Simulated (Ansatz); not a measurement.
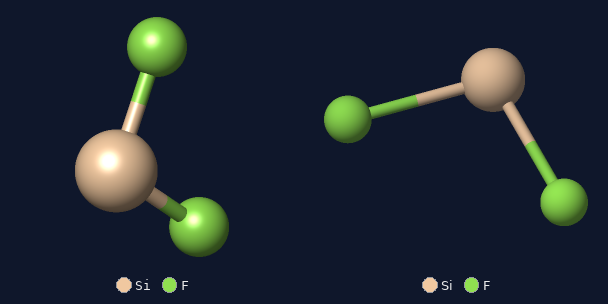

Both panels show the same species.

Computed geometry: PBE0-D4/def2-TZVP optimisation.

Describe the molecule.

It has 3 atoms: 1 silicon and 2 fluorine (SiF2). The point group is C2v. Coordination: 1 Si bent.

The parts below concern this one geometry. Atoms keep their numbers from picture to picture.

### Electronic properties

Method: RKS PBE0-D4/def2-TZVPP (Ansatz 0.2.0).

What does the calculation give?

- HOMO energy (Kohn–Sham orbital): −8.30 eV
- LUMO energy (Kohn–Sham orbital): −2.13 eV
- HOMO–LUMO gap: 6.18 eV

### Dipole moment

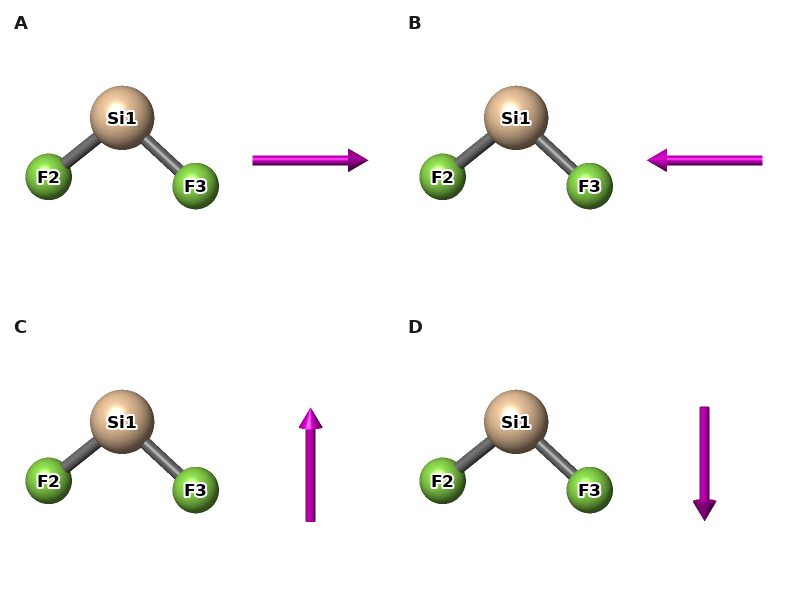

The same molecule four times, each with an arrow. Properties computed with RKS PBE0-D4/def2-TZVP (Ansatz 0.2.0).

Question: Which arrow points along the dipole moment, from the negative to the positive end?

Answer: C. The dipole moment is 1.08 D; it points from the side of F2, F3 to the side of Si1 (the outermost atoms at the two ends).

### Charges

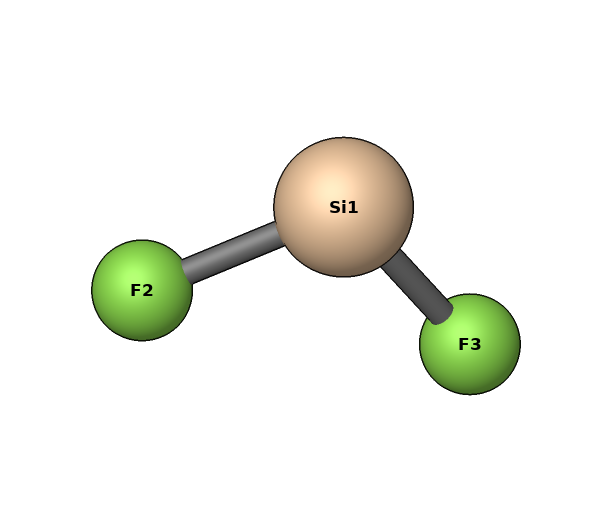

The questions are on Mulliken charges. Level of theory: RKS PBE0-D4/def2-TZVP (Ansatz 0.2.0).

List the Mulliken charges.

```json
{"atom": "Si1", "value (e)": "0.54"}
{"atom": "F2", "value (e)": "−0.27"}
{"atom": "F3", "value (e)": "−0.27"}
```

Mulliken values depend strongly on the basis set and can even reverse the polarity of a bond.
